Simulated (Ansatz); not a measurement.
H$_{7}$NOSi$_{2}$···NH$_{3}$

```tsv
atom	x (Å)	y (Å)	z (Å)
Si	-0.1159	-0.0397	0.0847
O	-0.4495	-0.0802	1.7227
Si	-1.5566	-0.2425	2.9503
H	-2.6562	-1.1634	2.5323
H	-0.8601	-0.8170	4.1343
H	-2.1416	1.0809	3.3084
H	1.3514	-0.0053	-0.1193
H	-0.6452	1.2454	-0.4699
N	-0.9133	-1.3952	-0.6477
H	-1.4966	-1.9831	-0.0606
H	-1.2767	-1.3544	-1.5948
N	1.3611	-2.4941	1.1013
H	0.7906	-2.6060	0.2670
H	2.2121	-2.0172	0.8163
H	0.8605	-1.8606	1.7451
```

Not at a stationary point (largest force 0.7 eV/Å).

Theory: RKS B3LYP-D4/def2-SVP in Ansatz 0.2.0.

**Predict the electron density and electron localisation function between the atoms.**

Si–O (1.66 Å): ρ is about 1 e/Å³ halfway; the ELF peaks at about 0.85 between the atoms, as expected for a shared but strongly polarised pair.
Si–H (1.48 Å): the density is about 0.78 e/Å³ at the midpoint; the ELF climbs to about 1 towards the hydrogen, as it does in any bond to H.

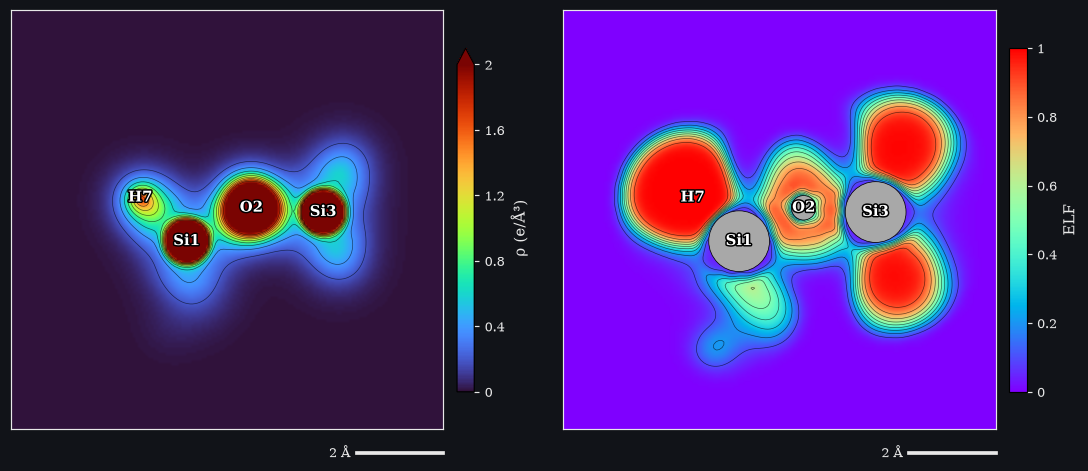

Computed electron density and electron localisation function on the plane of atoms Si1, O2 and Si3, in this order. Grey discs cover the atomic cores in the ELF map. 
